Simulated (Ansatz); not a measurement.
```xyz
5

O    -4.5458   -0.3894    0.4865
S    -2.0823   -0.0190    2.0694
Si   -4.0749   -0.8965    2.0028
H    -3.9843    0.1433   -0.0939
H    -1.7884   -0.4747    3.3076
```

Geometry: PBE0-D3(BJ)/pcseg-1.

Level of theory: isolated molecule in a Gaussian basis; Kohn-Sham density functional theory, functional PBE0 in Ansatz.

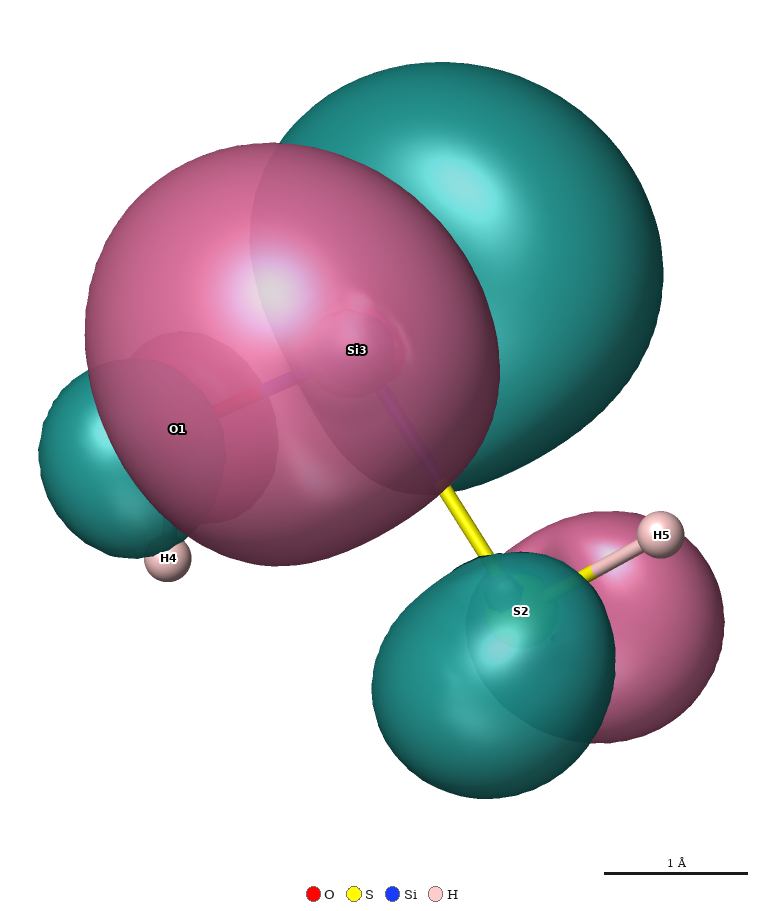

H2OSSi (SMILES O[Si]#[SH]). The LUMO at ±0.08 Å⁻³ᐟ² (teal and pink are the two phases), seen at an oblique angle.

Question: Where does this orbital lie, and at what energy?

Answer: It lies mainly on Si3 (about 75 %), S2 (about 15 %) and O1 (about 10 %); it changes sign across the molecular plane (π type). Its energy is −1.83 eV.
